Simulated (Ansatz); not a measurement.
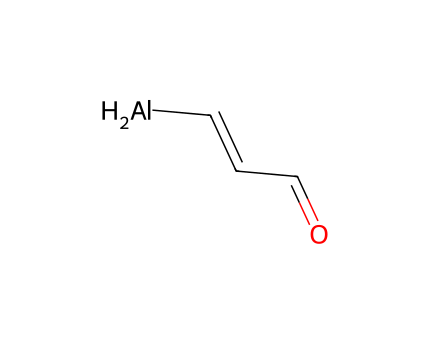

Question: Give its SMILES.

Answer: O=C/C=[CH]/[AlH2]

Question: Give the formula, hydrogens included.

Answer: C3H5AlO.

Question: An optimisation with PBE0-D4/def2-TZVP gave a structure of which point group?

Answer: Cs. Other conformers may differ.

More results for the same structure follow; atom numbers are the same in all pictures, views and colours differ. Computed geometry: PBE0-D4/def2-TZVP optimisation.

Shape

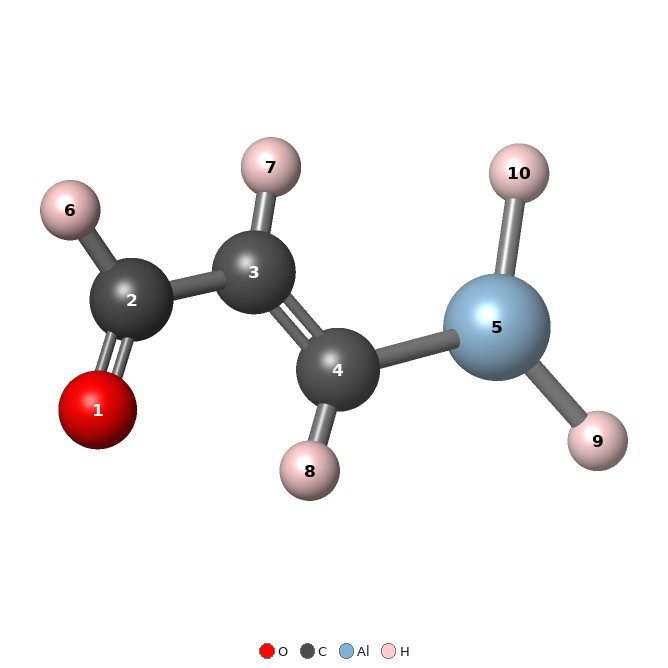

Question: What is the geometry at Al5?

Answer: Al5 has 3 neighbours (C4 at 1.95, H9 at 1.58, H10 at 1.59 Å); the arrangement is trigonal planar.

Question: What is the geometry at C3?

Answer: C3 has 3 neighbours (C2 at 1.49, C4 at 1.34, H7 at 1.09 Å); the arrangement is trigonal planar.

Question: How are the neighbours of atom 4 arranged?

Answer: C4 has 3 neighbours (C3 at 1.34, Al5 at 1.95, H8 at 1.09 Å); the arrangement is trigonal planar.

Question: Describe the coordination of atom 2.

Answer: C2 has 3 neighbours (O1 at 1.20, C3 at 1.49, H6 at 1.11 Å); the arrangement is trigonal planar.

Question: What is the dihedral angle C2–C3–C4–Al5?

Answer: 180° in size, that is anti.

Charges

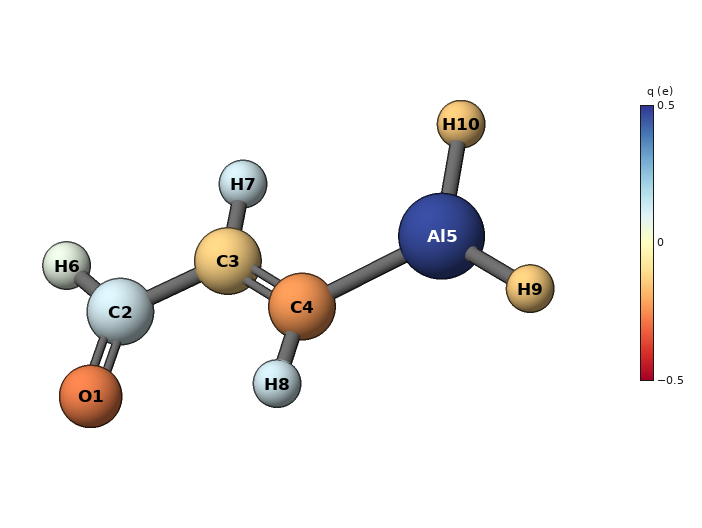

Atoms are coloured by their Mulliken charges. Properties computed with RKS B3LYP-D4/def2-TZVPP (Ansatz 0.2.0).

Question: Which atom carries the highest charge (most positive or least negative)?

Answer: Al5 (0.46 e).

Question: And the lowest?

Answer: O1 (−0.26 e).

Give the Mulliken charges atom by atom.

| atom | value (e) |
| --- | --- |
| O1 | −0.26 |
| C2 | 0.11 |
| C3 | −0.12 |
| C4 | −0.23 |
| Al5 | 0.46 |
| H6 | 0.07 |
| H7 | 0.12 |
| H8 | 0.12 |
| H9 | −0.13 |
| H10 | −0.14 |

Dipole moment

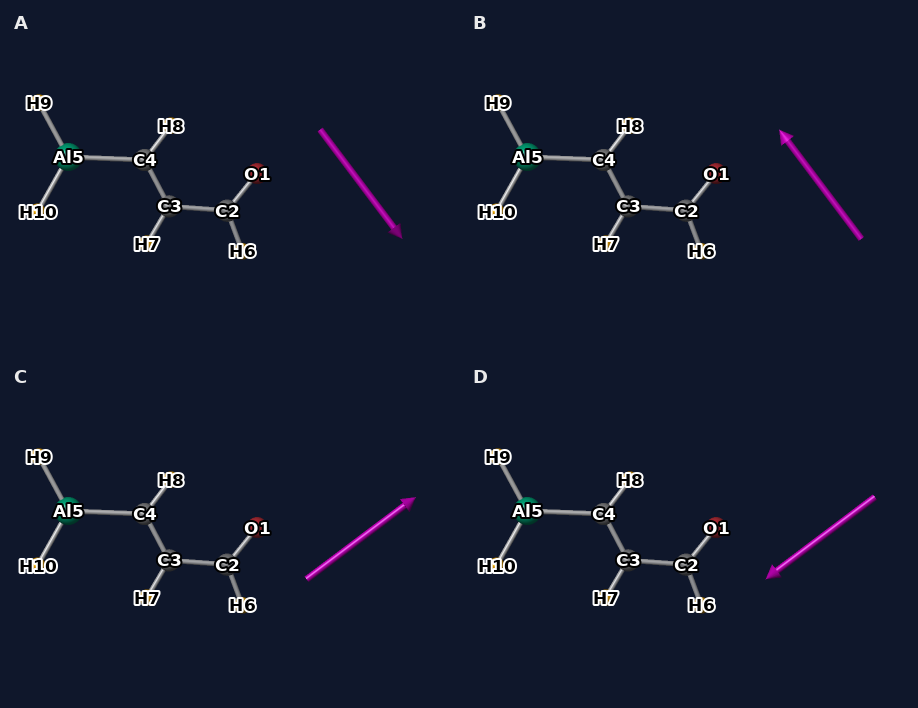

The same molecule four times, each with an arrow. Method: RKS PBE-D4/def2-TZVPP (Ansatz 0.2.0).

Question: Which arrow points along the dipole moment, from the negative to the positive end?

Answer: D. The dipole moment is 1.96 D; it points from the side of O1 to the side of H10 (the outermost atoms at the two ends).

Thermal motion

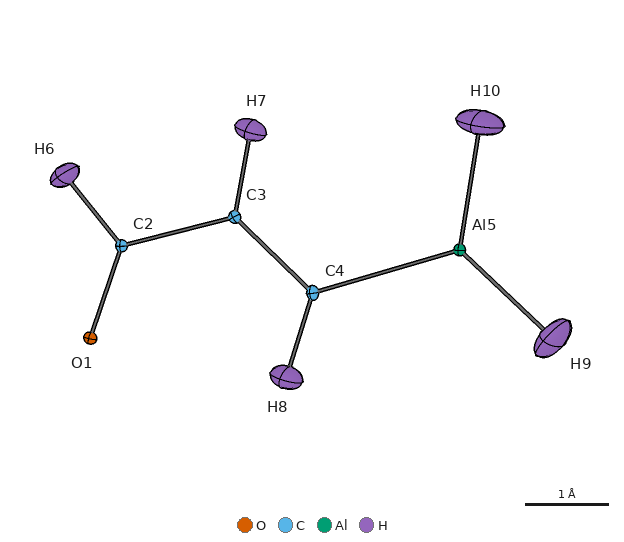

Displacement ellipsoids at the 50 % level, from the internal vibrations of the free molecule (harmonic, no overall translation or rotation; no half-axis is drawn under 0.075 Å). Vibrations computed with RKS PBE0-D4/def2-TZVP (Ansatz 0.2.0). Temperature: 0 K (zero-point motion alone).

Give the displacement parameters, one line for each set of equivalent atoms.

```json
{"atom": "O1", "U_eq (Å²)": "0.0020", "rms amplitudes (Å)": "0.028, 0.048, 0.054"}
{"atom": "C2", "U_eq (Å²)": "0.0017", "rms amplitudes (Å)": "0.029, 0.040, 0.052"}
{"atom": "C3", "U_eq (Å²)": "0.0024", "rms amplitudes (Å)": "0.037, 0.052, 0.056"}
{"atom": "C4", "U_eq (Å²)": "0.0041", "rms amplitudes (Å)": "0.038, 0.060, 0.085"}
{"atom": "Al5", "U_eq (Å²)": "0.00079", "rms amplitudes (Å)": "0.023, 0.025, 0.035"}
{"atom": "H6", "U_eq (Å²)": "0.0224", "rms amplitudes (Å)": "0.080, 0.123, 0.214"}
{"atom": "H7", "U_eq (Å²)": "0.0162", "rms amplitudes (Å)": "0.083, 0.129, 0.158"}
{"atom": "H8", "U_eq (Å²)": "0.0203", "rms amplitudes (Å)": "0.090, 0.132, 0.189"}
{"atom": "H9", "U_eq (Å²)": "0.0396", "rms amplitudes (Å)": "0.096, 0.185, 0.275"}
{"atom": "H10", "U_eq (Å²)": "0.0384", "rms amplitudes (Å)": "0.094, 0.191, 0.264"}
```

Mulliken values depend strongly on the basis set and can even reverse the polarity of a bond.
